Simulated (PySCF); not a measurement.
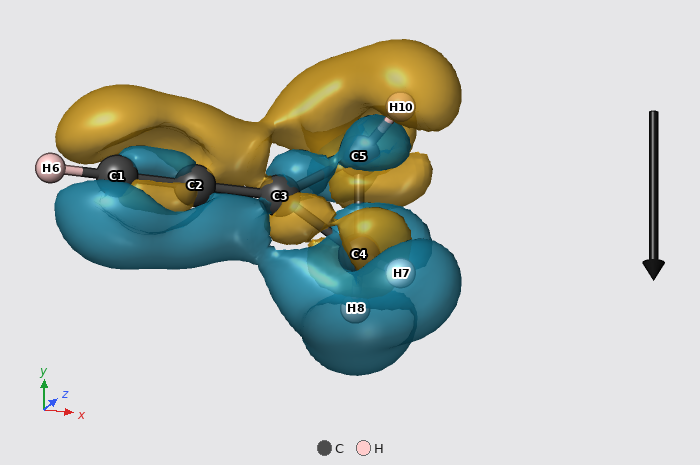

*C5H5, doublet, SMILES `C#C[C]1CC1`. Change of the electron density in a uniform field of 0.10 V/Å along −y (arrow), surfaces at ±0.0005 e/Å³ (yellow: gain, teal: loss).*

Method: B3LYP/6-31+G*; geometry: GFN2-xTB; program: PySCF. No frequency check shows the geometry to be a minimum. The basis has diffuse s and p functions alone, which still leaves polarisabilities too small, most of all across bonds. The stability of the open-shell solution wasn't checked. GFN2-xTB doesn't know the spin state, so this open-shell geometry is rough.

Coordinates in Å:

```
C1      -2.3909    0.0001    0.0009
C2      -1.1691   -0.0002   -0.0003
C3       0.1638    0.0000    0.0001
C4       1.4150   -0.7571   -0.0000
C5       1.4150    0.7571   -0.0000
H6      -3.4383    0.0003   -0.0034
H7       1.7091   -1.2781    0.9037
H8       1.7090   -1.2780   -0.9038
H9       1.7089    1.2781   -0.9038
H10      1.7089    1.2782    0.9037
```

The field was applied in both directions; the picture shows the one opposite to the script's first.

Q: What dipole is induced, and what polarisability does it imply?

A: The induced dipole is 0.22 D (along the field); α along this axis, from the fields in both directions, is 43 bohr³ (6.4 Å³).

Run time: 75 s on 1 thread of Intel(R) Xeon(R) Processor @ 2.50GHz (Skylake/Cascade Lake), on a shared host, peak memory 0.48 GiB.
